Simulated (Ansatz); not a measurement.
Consider SnAuCl5.

Input file:

```
crystal:
  lattice:
    - [4.5210766457, 0.0, 0.0]
    - [0.0, 4.5210766457, 0.0]
    - [0.0, 0.0, 7.2479326197]
  atoms:
    - { symbol: Sn, position: [0.5, 0.5, 0.0] }
    - { symbol: Au, position: [0.0, 0.0, 0.5] }
    - { symbol: Cl, position: [0.0, 0.5, 0.2891594463] }
    - { symbol: Cl, position: [0.0, 0.5, 0.7108405537] }
    - { symbol: Cl, position: [0.5, 0.0, 0.2891594463] }
    - { symbol: Cl, position: [0.5, 0.0, 0.7108405537] }
    - { symbol: Cl, position: [0.0, 0.0, 0.0] }
kpoints:
  mp_grid: { grid: [6, 6, 4] }
hamiltonian:
  xc: r2scan
  dispersion: rvv10
scf:
  occupations: { method: fermi_dirac, width: 0.03 }
relax:
  f_tol: 0.01
  cell: {}
  max_steps: 120
output:
  write_density: true
  write_potential: true
  elf: true
  volumetric_format: npy
```

Run with:

```sh
ansatz run input.yaml --threads 4 --pin off --max-ram 4608MiB --backend cpu --events-out ev --progress --plain --runs-dir out
```

Below, planes, directions and counts refer to the conventional cell (a = 4.51 Å, b = 4.51 Å, c = 7.49 Å, α = 90.00°, β = 90.00°, γ = 90.00°).

The fields are those of the run's last geometry, not of the input's.

Space group P4/mmm; a structure from a database of computed crystals, not necessarily the ambient phase; started from the MgPPd5-123 prototype, which need not be the ambient phase.

These are results of Ansatz 0.2.0, DFT, r2SCAN+rVV10, plane waves, PAW, not measurements.

### What will maps of the valence pseudo-density and electron localisation function show?

Au–Cl (2.73 Å): the density is about 0.3 e/Å³ at the midpoint; the ELF peaks at about 0.85 in the valence shell of Cl, 0.8 Å from its nucleus, and drops to about 0.15 between the two atoms.
Sn–Cl (3.15 Å): ρ is about 0.13 e/Å³ halfway; the ELF is about 0.15 at the midpoint: no localised pair shows between them.

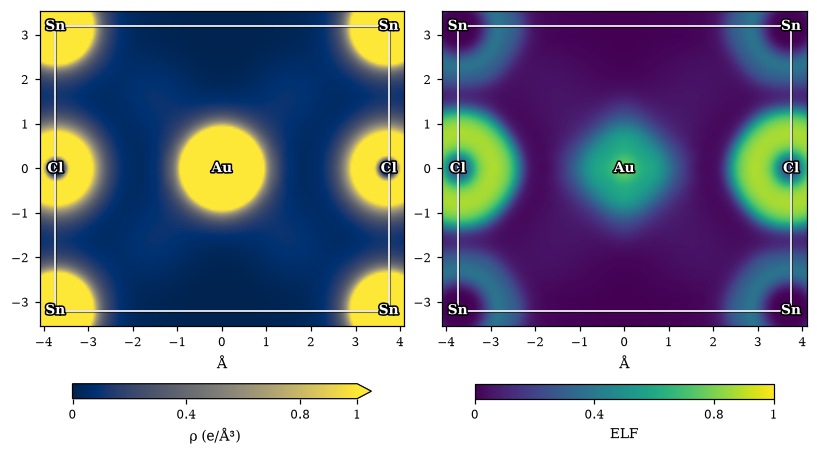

Computed valence pseudo-density and electron localisation function on the (110) plane of the conventional cell, in this order. 

Core electrons are frozen (PAW), and the valence fields are smoothed inside the atomic spheres.
